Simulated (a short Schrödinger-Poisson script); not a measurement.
Stack: gated Al0.25Ga0.75As/GaAs δ-doped gas, at 300 K.

```
layer        material  thickness (nm)  Na (cm⁻³)
-----  --------------  --------------  ---------
1      Al0.25Ga0.75As              10          -
2      Al0.25Ga0.75As              20          -
3                GaAs            6000       2e15
```

The device is made up for the run: typed textbook-type constants, with dimensions and the other settings drawn at random. Al0.25Ga0.75As: permittivity 12.19, conduction-band edge (eV) 0.198, gap (eV) 1.736, electron mass (mₑ) 0.0878, Nv at 300 K (cm⁻³) 9e18. GaAs: permittivity 12.9, conduction-band edge (eV) 0, gap (eV) 1.424, Nv at 300 K (cm⁻³) 9e18.

Channel valleys (confinement mass, in-plane density-of-states mass, number): Γ 0.067, 0.067, 1. At the gate the conduction-band edge of layer 1 lies 0.95 eV − eVg above the Fermi level of the channel; the field vanishes at the back. Sheet of ionised δ-doping: +2.7e12 e/cm² at 10 nm from the gate. The barrier under the gate holds no holes. Gaps are held at their typed values at every temperature. Mesh 0.08 nm at interfaces.

From a short Schrödinger-Poisson script (our own, NumPy): 1D Poisson equation in equilibrium, electrons quantum, Hartree plus LDA exchange-correlation (BenDaniel-Duke, 40 states a valley, the channel's in-plane mass for all, wave functions free to enter the barrier), parabolic valleys, classical holes, full ionisation, no traps, pinning or gate leakage.

Only gate voltages with over 1e8 electrons/cm² are shown.

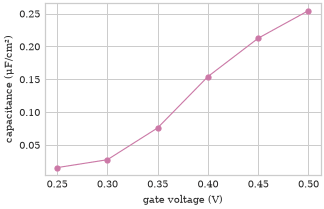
Quasi-static capacitance against gate voltage

```
Vg (V)  electrons (cm⁻²)  in the channel layer  C (μF/cm²)  Γ E0 (meV)  Γ E1 (meV)
------  ----------------  --------------------  ----------  ----------  ----------
0.5              1.76e11               1.68e11       0.255        46.0        79.1
0.4              4.74e10               4.64e10       0.154        82.5       111.2
0.3               2.70e9                2.66e9      0.0275       158.3       184.4
```

Subbands count from the Fermi level.
